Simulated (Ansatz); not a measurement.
**AlH4+ (triplet): from Hartree-Fock to the top rungs, aug-cc-pVDZ**

Aim: climb from Hartree-Fock through coupled cluster and multireference methods for AlH4+ (triplet) at one geometry and basis, and see what each rung misses.

Program: Ansatz 0.2.0, Gaussian basis. Level of theory: aug-cc-pVDZ, core rule «outside noble gas», up to 5 orbitals frozen. These are calculated values, not measurements.

The runs, in order: UHF; CCSD(T) on ROHF; CCSD(T) on UHF; BCCD(T) on ROHF; CISD; CCSDT(Q) on ROHF; CCSDT(Q) on UHF; CASSCF and MRCISD+Q, 6 electrons in 8 orbitals; CASSCF and NEVPT2, 6 electrons in 8 orbitals; Full CI.

9 further runs of the same task are left out: 2 for a known fault of the program, 1 that didn't finish, 6 set aside as unsound or not needed.

### Step 1. What is computed

The geometry is a PBE0/def2-TZVP stationary point (not a proven minimum).

5 atoms, charge 1, spin multiplicity 3.

Atoms are counted from 1 here; the program's logs count them from 0.

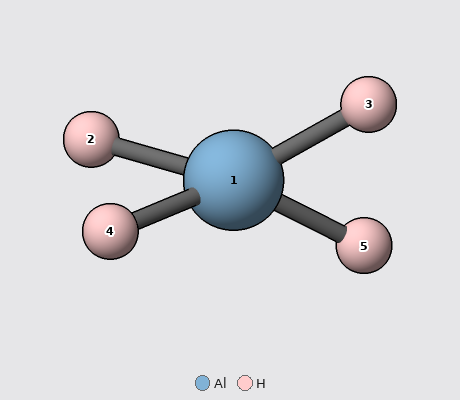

The geometry (aluminium light blue, hydrogen pink); atoms are numbered from 1 in the order of the file.

In the tables R marks a restricted open-shell determinant and U an unrestricted one; 'valence' is the active space of 6 electrons in 8 orbitals; energies count from the table's Hartree-Fock row.

### Step 2. UHF

in.yaml reads:

```yaml
crystal:
  periodic: [false, false, false]
  atoms:
    - {symbol: Al, position_ang: [0.000000, 0.000000, 0.000000]}
    - {symbol: H, position_ang: [0.621180, 1.410429, 0.625916]}
    - {symbol: H, position_ang: [-0.624953, -1.407416, 0.628935]}
    - {symbol: H, position_ang: [-0.629895, 1.403521, -0.632699]}
    - {symbol: H, position_ang: [0.633669, -1.406534, -0.622152]}
basis:
  gaussian: {orbitals: aug-cc-pVDZ}
total_charge: 1
magnetization: {spin_polarized: true, initial_magnetization: 2}
hamiltonian: {xc: hf}
output: {orbitals: {seedname: orbitals}}
```

Launch:

```bash
$ ansatz run in.yaml --threads 1 --pin off --events-out ev --progress --plain --max-ram 4160MiB --backend cpu
```

Output:

```text
Functional definition: HF
  name "HF"
  cite "Fock, Z. Phys. 61, 126 (1930) doi:10.1007/BF01340294"
  parent pbe
  exchange = exact_x
  correlation = 0
697 factors; their error is unknown
mean field evaluation 1: about -6632.2306 eV, gradient 7.4e0 eV
mean field evaluation 2: about -6632.8920 eV, gradient 2.8e0 eV
mean field evaluation 4: about -6633.0190 eV, gradient 2.0e-1 eV
mean field evaluation 8: about -6633.2622 eV, gradient 1.2e-4 eV
mean field -6633.26223272 eV, -243.7678908659 hartree, gradient 2.0e-5 eV, S^2 2.046765; 0 other end points of the search recorded, 0 dependent functions left out
reference -6633.26223272 eV, -243.7678908659 hartree; 9, 7 occupied and 54, 56 virtual orbitals, 697 factors
Total energy: -6633.26223272 eV, -243.7678908659 hartree
```

Wall time 0.27 s (1 thread of AMD EPYC 7R13, shared host).

From the report: ⟨S²⟩ of the determinant 2.047 (pure triplet: 2.00).

### Step 3. CCSD(T) on ROHF

Edit in.yaml of step 2 so:

```diff
@@ -11,4 +11,3 @@
 total_charge: 1
-magnetization: {spin_polarized: true, initial_magnetization: 2}
-hamiltonian: {xc: hf}
-output: {orbitals: {seedname: orbitals}}
+magnetization: {spin_polarized: false, initial_magnetization: 2}
+correlation: {method: ccsd_t, electrons: outside_noble_gas}
```

Same command.

Output, shortened:

```text
Functional definition: HF
  name "HF"
  cite "Fock, Z. Phys. 61, 126 (1930) doi:10.1007/BF01340294"
  parent pbe
[...]
605 factors; integrals over basis functions are off by at most 1.6e-3 eV
[...]
mean field -6632.88356749 eV, -243.7539751753 hartree, gradient 3.2e-7 eV, S^2 2.000000; 2 other end points of the search recorded, 0 dependent functions left out
[...]
5 core orbitals not correlated: weight in the atoms' cores, before any rotation towards them, 1.000 or more for the frozen orbitals, at most 0.000 for the correlated occupied ones
reference -6632.88356749 eV, -243.7539751753 hartree; 4, 2 occupied and 54, 56 virtual orbitals, 605 factors
second order -2.04030991 eV of doubles, -0.20916731 eV of singles
cycle   1  -2.72805993 eV  change   -4.7e-1 eV  update   5.8e-2
[...]
cycle  10  -2.94606218 eV  change   -3.1e-6 eV  update   2.6e-6
perturbative correction -0.05549134 eV, -0.0020392691 hartree
Total energy: -6635.88512101 eV, -243.8642802327 hartree
```

It took 1.3 s on 1 thread of AMD EPYC 7R13, shared host.

From the report: correlation -3.0016 eV; T1 0.028; largest double amplitude 0.04.

### Step 4. CCSD(T) on UHF

Edit in.yaml of step 3 so:

```diff
@@ -11,3 +11,3 @@
 total_charge: 1
-magnetization: {spin_polarized: false, initial_magnetization: 2}
+magnetization: {spin_polarized: true, initial_magnetization: 2}
 correlation: {method: ccsd_t, electrons: outside_noble_gas}
```

Same command.

Output, shortened:

```text
Functional definition: HF
  name "HF"
  cite "Fock, Z. Phys. 61, 126 (1930) doi:10.1007/BF01340294"
  parent pbe
[...]
605 factors; integrals over basis functions are off by at most 1.6e-3 eV
[...]
mean field -6633.26266873 eV, -243.7679068890 hartree, gradient 9.3e-7 eV, S^2 2.046765; 0 other end points of the search recorded, 0 dependent functions left out
5 core orbitals not correlated: weight in the atoms' cores, before any rotation towards them, 1.000 or more for the frozen orbitals, at most 0.000 for the correlated occupied ones
reference -6633.26266873 eV, -243.7679068890 hartree; 4, 2 occupied and 54, 56 virtual orbitals, 605 factors
second order -1.83201543 eV of doubles, -0.00000000 eV of singles
cycle   1  -2.28695990 eV  change   -4.5e-1 eV  update   6.2e-2
[...]
cycle  10  -2.57536485 eV  change   -5.7e-6 eV  update   3.5e-6
perturbative correction -0.04733354 eV, -0.0017394756 hartree
Total energy: -6635.88536713 eV, -243.8642892773 hartree
```

Wall time 1.1 s (1 thread of AMD EPYC 7R13, shared host).

From the report: ⟨S²⟩ of the determinant 2.047 (pure triplet: 2.00); correlation -2.6227 eV; T1 0.022; largest double amplitude 0.04.

### Step 5. BCCD(T) on ROHF

Edit in.yaml of step 4 so:

```diff
@@ -11,3 +11,3 @@
 total_charge: 1
-magnetization: {spin_polarized: true, initial_magnetization: 2}
-correlation: {method: ccsd_t, electrons: outside_noble_gas}
+magnetization: {spin_polarized: false, initial_magnetization: 2}
+correlation: {method: bccd_t, electrons: outside_noble_gas}
```

The command is unchanged.

Output, shortened:

```text
Functional definition: HF
  name "HF"
  cite "Fock, Z. Phys. 61, 126 (1930) doi:10.1007/BF01340294"
  parent pbe
[...]
605 factors; integrals over basis functions are off by at most 1.6e-3 eV
[...]
mean field -6632.88356749 eV, -243.7539751753 hartree, gradient 3.2e-7 eV, S^2 2.000000; 2 other end points of the search recorded, 0 dependent functions left out
[...]
5 core orbitals not correlated: weight in the atoms' cores, before any rotation towards them, 1.000 or more for the frozen orbitals, at most 0.000 for the correlated occupied ones
reference -6632.88356749 eV, -243.7539751753 hartree; 4, 2 occupied and 54, 56 virtual orbitals, 605 factors
second order -2.04030991 eV of doubles, -0.20916731 eV of singles
cycle   1  -2.74363900 eV  change   -4.9e-1 eV  update   5.8e-2
[...]
cycle  10  -2.94911002 eV  change   -2.3e-6 eV  update   2.7e-6
perturbative correction -0.05249750 eV, -0.0019292474 hartree
Total energy: -6635.88517500 eV, -243.8642822168 hartree
```

Run time: 1.8 s. Hardware: 1 thread of AMD EPYC 7R13, shared host; peak memory 0.27 GiB.

From the report: correlation -3.0016 eV; largest double amplitude 0.04.

### Step 6. CISD

Edit in.yaml of step 5 so:

```diff
@@ -12,2 +12,2 @@
 magnetization: {spin_polarized: false, initial_magnetization: 2}
-correlation: {method: bccd_t, electrons: outside_noble_gas}
+correlation: {active_space: {ras: {orbitals: [2, 2, 54], electrons: 6, max_holes: 2, max_particles: 2}, fixed_orbitals: true}}
```

Same command.

Output:

```text
Functional definition: HF
  name "HF"
  cite "Fock, Z. Phys. 61, 126 (1930) doi:10.1007/BF01340294"
  parent pbe
  exchange = exact_x
  correlation = 0
605 factors; integrals over basis functions are off by at most 1.6e-3 eV
mean field evaluation 1: about -6632.3807 eV, gradient 7.6e0 eV
mean field evaluation 2: about -6632.3806 eV, gradient 7.6e0 eV
mean field evaluation 4: about -6632.8829 eV, gradient 2.0e-1 eV
mean field evaluation 8: about -6632.8836 eV, gradient 3.5e-4 eV
mean field evaluation 16: about -6632.5282 eV, gradient 2.5e0 eV
mean field -6632.88356749 eV, -243.7539751753 hartree, gradient 3.2e-7 eV, S^2 2.000000; 2 other end points of the search recorded, 0 dependent functions left out
reference -6632.88356749 eV, -243.7539751753 hartree; 9, 7 occupied and 54, 56 virtual orbitals, 605 factors
state -6635.74766978 eV, -243.8592289930 hartree
Total energy: -6635.74766978 eV, -243.8592289930 hartree
```

Run time: 1.8 s. Hardware: 1 thread of AMD EPYC 7R13, shared host.

From the report: 29,388 determinants.

### Step 7. CCSDT(Q) on ROHF

Edit in.yaml of step 6 so:

```diff
@@ -12,2 +12,2 @@
 magnetization: {spin_polarized: false, initial_magnetization: 2}
-correlation: {active_space: {ras: {orbitals: [2, 2, 54], electrons: 6, max_holes: 2, max_particles: 2}, fixed_orbitals: true}}
+correlation: {method: ccsdt_q, electrons: outside_noble_gas}
```

Launch:

```bash
$ ansatz run in.yaml --threads 2 --pin off --events-out ev --progress --plain --max-ram 49920MiB --backend cuda --devices 0, --max-vram 37GiB
```

Output, shortened:

```text
Functional definition: HF
  name "HF"
  cite "Fock, Z. Phys. 61, 126 (1930) doi:10.1007/BF01340294"
  parent pbe
[...]
1079 factors; integrals over basis functions are off by at most 2.2e-7 eV
[...]
mean field -6632.88360278 eV, -243.7539764723 hartree, gradient 3.6e-7 eV, S^2 2.000000; 2 other end points of the search recorded, 0 dependent functions left out
[...]
5 core orbitals not correlated: weight in the atoms' cores, before any rotation towards them, 1.000 or more for the frozen orbitals, at most 0.000 for the correlated occupied ones
reference -6632.88360278 eV, -243.7539764723 hartree; 4, 2 occupied and 54, 56 virtual orbitals, 1079 factors
second order -2.04030960 eV of doubles, -0.20916794 eV of singles
cycle   1  -2.72804892 eV  change   -4.7e-1 eV  update   6.1e-2
[...]
cycle  14  -3.02254975 eV  change    5.1e-7 eV  update   3.3e-7
perturbative correction -0.00103687 eV, -0.0000381043 hartree
Total energy: -6635.90718941 eV, -243.8650912312 hartree
```

Wall time 2.6 s (1 × H100 (card shared with other runs) with 2 threads of AMD EPYC 7R13, shared host); peak host memory 0.83 GiB.

From the report: correlation -3.0236 eV; T1 0.029; largest double amplitude 0.05.

### Step 8. CCSDT(Q) on UHF

Edit in.yaml of step 7 so:

```diff
@@ -11,3 +11,3 @@
 total_charge: 1
-magnetization: {spin_polarized: false, initial_magnetization: 2}
+magnetization: {spin_polarized: true, initial_magnetization: 2}
 correlation: {method: ccsdt_q, electrons: outside_noble_gas}
```

The command is unchanged.

Output, shortened:

```text
Functional definition: HF
  name "HF"
  cite "Fock, Z. Phys. 61, 126 (1930) doi:10.1007/BF01340294"
  parent pbe
[...]
1079 factors; integrals over basis functions are off by at most 2.2e-7 eV
[...]
mean field -6633.26270534 eV, -243.7679082344 hartree, gradient 9.2e-7 eV, S^2 2.046765; 0 other end points of the search recorded, 0 dependent functions left out
5 core orbitals not correlated: weight in the atoms' cores, before any rotation towards them, 1.000 or more for the frozen orbitals, at most 0.000 for the correlated occupied ones
reference -6633.26270534 eV, -243.7679082344 hartree; 4, 2 occupied and 54, 56 virtual orbitals, 1079 factors
second order -1.83201488 eV of doubles, -0.00000000 eV of singles
cycle   1  -2.28694751 eV  change   -4.5e-1 eV  update   6.4e-2
[...]
cycle  15  -2.64360595 eV  change   -4.7e-8 eV  update   1.5e-7
perturbative correction -0.00104487 eV, -0.0000383984 hartree
Total energy: -6635.90735616 eV, -243.8650973594 hartree
```

It took 3.8 s on 1 × H100 (card shared with other runs) with 2 threads of AMD EPYC 7R13, shared host; peak host memory 0.83 GiB.

From the report: ⟨S²⟩ of the determinant 2.047 (pure triplet: 2.00); correlation -2.6447 eV; T1 0.022; largest double amplitude 0.05.

### Step 9. CASSCF and MRCISD+Q, 6 electrons in 8 orbitals

Edit in.yaml of step 8 so:

```diff
@@ -11,3 +11,3 @@
 total_charge: 1
-magnetization: {spin_polarized: true, initial_magnetization: 2}
-correlation: {method: ccsdt_q, electrons: outside_noble_gas}
+magnetization: {spin_polarized: false, initial_magnetization: 2}
+correlation: {method: fic_mrcisd_q, electrons: outside_noble_gas, active_space: {window: {electrons: 6, orbitals: 8}, shells: [{species: Al, l: s, shell: 3}, {species: Al, l: p, shell: 3}, {species: H, l: s, shell: 1}]}}
```

Launched as before.

Output, shortened:

```text
Functional definition: HF
  name "HF"
  cite "Fock, Z. Phys. 61, 126 (1930) doi:10.1007/BF01340294"
  parent pbe
[...]
1079 factors; integrals over basis functions are off by at most 2.2e-7 eV
[...]
mean field -6632.88360278 eV, -243.7539764723 hartree, gradient 3.6e-7 eV, S^2 2.000000; 2 other end points of the search recorded, 0 dependent functions left out
reference -6632.88360278 eV, -243.7539764723 hartree; 9, 7 occupied and 54, 56 virtual orbitals, 1079 factors
state -6634.48537080 eV, -243.8128403613 hartree
contracted CI cycle   1: correlation 0.00000000 eV, 0.0000000000 hartree, residual 8.59e0 eV
contracted CI cycle   2: correlation -1.30060323 eV, -0.0477962870 hartree, residual 1.87e0 eV
contracted CI cycle   3: correlation -1.36361853 eV, -0.0501120567 hartree, residual 4.86e-1 eV
contracted CI cycle   4: correlation -1.36743395 eV, -0.0502522709 hartree, residual 1.15e-1 eV
contracted CI cycle   5: correlation -1.36764514 eV, -0.0502600319 hartree, residual 2.95e-2 eV
contracted CI cycle   6: correlation -1.36765947 eV, -0.0502605586 hartree, residual 6.58e-3 eV
contracted CI cycle   7: correlation -1.36766020 eV, -0.0502605853 hartree, residual 1.70e-3 eV
contracted CI cycle   8: correlation -1.36766025 eV, -0.0502605871 hartree, residual 4.27e-4 eV
state -6634.48537080 eV, -243.8128403613 hartree; corrected -6635.89681880 eV, -243.8647101186 hartree
Total energy: -6635.89681880 eV, -243.8647101186 hartree
Checks for a lower state left out: starts, orbital_swaps
```

Run time: 5.5 s. Hardware: 1 × H100 (card shared with other runs) with 2 threads of AMD EPYC 7R13, shared host; peak host memory 0.83 GiB.

From the report: 776 determinants; active occupations 1.97, 1.95, 1.00, 1.00, 0.04, 0.02, 0.01, 0.01.

### Step 10. CASSCF and NEVPT2, 6 electrons in 8 orbitals

Edit in.yaml of step 9 so:

```diff
@@ -12,2 +12,2 @@
 magnetization: {spin_polarized: false, initial_magnetization: 2}
-correlation: {method: fic_mrcisd_q, electrons: outside_noble_gas, active_space: {window: {electrons: 6, orbitals: 8}, shells: [{species: Al, l: s, shell: 3}, {species: Al, l: p, shell: 3}, {species: H, l: s, shell: 1}]}}
+correlation: {method: sc_nevpt2, electrons: outside_noble_gas, active_space: {window: {electrons: 6, orbitals: 8}, shells: [{species: Al, l: s, shell: 3}, {species: Al, l: p, shell: 3}, {species: H, l: s, shell: 1}]}}
```

Launch:

```bash
$ ansatz run in.yaml --threads 1 --pin off --events-out ev --progress --plain --max-ram 4160MiB --backend cpu
```

Output:

```text
Functional definition: HF
  name "HF"
  cite "Fock, Z. Phys. 61, 126 (1930) doi:10.1007/BF01340294"
  parent pbe
  exchange = exact_x
  correlation = 0
1079 factors; integrals over basis functions are off by at most 2.2e-7 eV
mean field evaluation 1: about -6632.3806 eV, gradient 7.6e0 eV
mean field evaluation 2: about -6632.3806 eV, gradient 7.6e0 eV
mean field evaluation 4: about -6632.8829 eV, gradient 2.0e-1 eV
mean field evaluation 8: about -6632.8836 eV, gradient 3.5e-4 eV
mean field evaluation 16: about -6632.5110 eV, gradient 2.9e0 eV
mean field -6632.88360278 eV, -243.7539764723 hartree, gradient 3.1e-7 eV, S^2 2.000000; 2 other end points of the search recorded, 0 dependent functions left out
reference -6632.88360278 eV, -243.7539764723 hartree; 9, 7 occupied and 54, 56 virtual orbitals, 1079 factors
state -6634.48537080 eV, -243.8128403613 hartree
state -6634.48537080 eV, -243.8128403613 hartree; corrected -6635.45002112 eV, -243.8482906065 hartree
Total energy: -6635.45002112 eV, -243.8482906065 hartree
Checks for a lower state left out: starts, orbital_swaps
```

Run time: 2.7 s. Hardware: 1 thread of AMD EPYC 7R13, shared host.

From the report: 776 determinants; active occupations 1.97, 1.95, 1.00, 1.00, 0.04, 0.02, 0.01, 0.01.

### Step 11. Full CI

Edit in.yaml of step 10 so:

```diff
@@ -12,2 +12,2 @@
 magnetization: {spin_polarized: false, initial_magnetization: 2}
-correlation: {method: sc_nevpt2, electrons: outside_noble_gas, active_space: {window: {electrons: 6, orbitals: 8}, shells: [{species: Al, l: s, shell: 3}, {species: Al, l: p, shell: 3}, {species: H, l: s, shell: 1}]}}
+correlation: {method: fci, electrons: outside_noble_gas}
```

Launch:

```bash
$ ansatz run in.yaml --threads 2 --pin off --events-out ev --progress --plain --max-ram 49920MiB --backend cuda --devices 0, --max-vram 37GiB
```

Output:

```text
Functional definition: HF
  name "HF"
  cite "Fock, Z. Phys. 61, 126 (1930) doi:10.1007/BF01340294"
  parent pbe
  exchange = exact_x
  correlation = 0
1079 factors; integrals over basis functions are off by at most 2.2e-7 eV
mean field evaluation 1: about -6632.3806 eV, gradient 7.6e0 eV
mean field evaluation 2: about -6632.3806 eV, gradient 7.6e0 eV
mean field evaluation 4: about -6632.8833 eV, gradient 2.0e-1 eV
mean field evaluation 8: about -6632.8836 eV, gradient 3.5e-4 eV
mean field evaluation 16: about -6632.5085 eV, gradient 2.9e0 eV
mean field -6632.88360278 eV, -243.7539764723 hartree, gradient 3.6e-7 eV, S^2 2.000000; 2 other end points of the search recorded, 0 dependent functions left out
5 core orbitals not correlated: weight in the atoms' cores, before any rotation towards them, 1.000 or more for the frozen orbitals, at most 0.000 for the correlated occupied ones
reference -6632.88360278 eV, -243.7539764723 hartree; 4, 2 occupied and 54, 56 virtual orbitals, 1079 factors
state -6635.90756905 eV, -243.8651051829 hartree
Total energy: -6635.90756905 eV, -243.8651051829 hartree
```

Run time: 52 s. Hardware: 1 × H100 (card shared with other runs) with 2 threads of AMD EPYC 7R13, shared host; peak host memory 1 GiB.

From the report: 237,920,000 determinants, symmetry A2.

### Step 12. How many determinants matter

Natural occupations of the FCI state about the gap (report; correlated orbitals 1 to 10): 1.948, 1.927, 0.994, 0.994, 0.036, 0.018, 0.018, 0.017, 0.008, 0.007. The count of effectively unpaired electrons, Σ n²(2 − n)², is 2.04; a single determinant of this spin has 2.

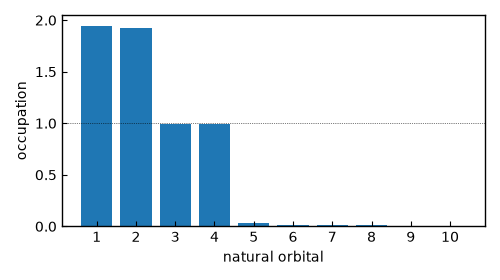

Natural occupations of the FCI state.

### Step 13. The ladder

The yardstick is full CI for this spin, exact in this basis with these frozen cores. Rows without a time come out of other runs: HF, MP2 and CCSD of CCSD(T), CCSDT of CCSDT(Q), CASSCF and MRCISD of the multireference runs.

Differences are taken before rounding.

```csv
method,energy from the lowest ROHF (kJ/mol),from FCI (kJ/mol),time
ROHF,0.0,+291.8,
UHF,-36.6,+255.2,
RMP2,-217.0,+74.7,
UMP2,-213.3,+78.4,
CISD,-276.3,+15.4,1.8 s
RCCSD,-284.3,+7.5,
UCCSD,-285.1,+6.7,
RCCSD(T),-289.6,+2.2,1.3 s
UCCSD(T),-289.6,+2.1,1.1 s
BCCD(T),-289.6,+2.2,1.8 s
RCCSDT,-291.6,+0.1,
UCCSDT,-291.7,+0.1,
RCCSDT(Q),-291.7,0.0,2.6 s (GPU)
UCCSDT(Q),-291.8,0.0,3.8 s (GPU)
CASSCF valence,-154.6,+137.2,
NEVPT2 valence,-247.6,+44.1,2.7 s
MRCISD valence,-286.5,+5.3,
MRCISD+Q valence,-290.7,+1.0,5.5 s (GPU)
FCI,-291.8,0,52 s (GPU)
```

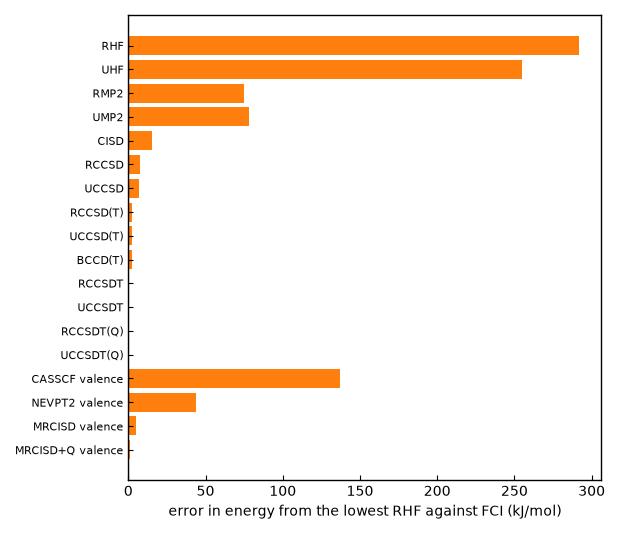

Deviations from FCI, method by method.

Some runs used a GPU and others CPU threads alone; cost is compared among the CPU runs only.

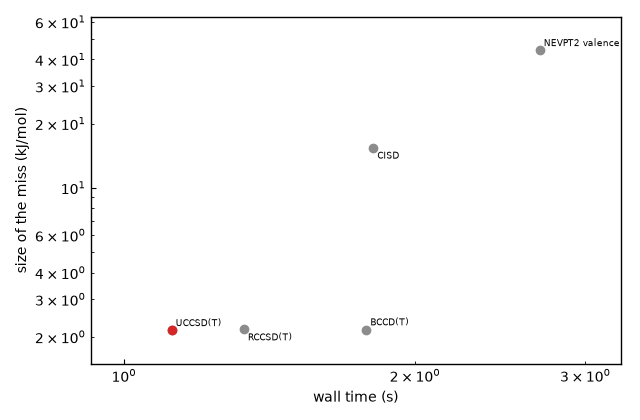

Miss against cost. Red marks the levels that no quicker level drawn beats. Times are from a shared host.

### Step 14. What came out

```
                         quantity                                                                                value
          FCI from the ROHF energy                                                                           -3.0240 eV
                    RMP2 from FCI                                                                         +74.7 kJ/mol
                    UMP2 from FCI                                                                         +78.4 kJ/mol
                   RCCSD from FCI                                                                          +7.5 kJ/mol
                RCCSD(T) from FCI                                                                          +2.2 kJ/mol
                UCCSD(T) from FCI                                                                          +2.1 kJ/mol
               RCCSDT(Q) from FCI                                                                           0.0 kJ/mol
               UCCSDT(Q) from FCI                                                                           0.0 kJ/mol
          NEVPT2 valence from FCI                                                                         +44.1 kJ/mol
        MRCISD+Q valence from FCI                                                                          +1.0 kJ/mol
levels within 1 kcal/mol (43 meV)  RCCSD(T), UCCSD(T), BCCD(T), RCCSDT, UCCSDT, RCCSDT(Q), UCCSDT(Q), MRCISD+Q valence
                    T1 diagnostic                                                                                0.028
   effectively unpaired electrons                                                                                 2.04
```

RCCSD(T) lands +2.2 kJ/mol from the yardstick (0.7 % of the correlation energy). One determinant dominates. Of the multireference levels listed MRCISD+Q valence comes nearest in total energy (+1.0 kJ/mol), which doesn't show that its space is the better one. These misses are within one basis, not against nature; the frozen cores of restricted and unrestricted runs differ, which can shift their rows.

Levels on UHF freeze UHF's core orbitals, full CI those of ROHF, so the U rows can settle a little off it for that reason alone.

With open shells the CI space here admits some triples and quadruples, so it is larger than plain CISD.

For cost: UCCSD(T) gets within 2.1 kJ/mol in 1.1 s.
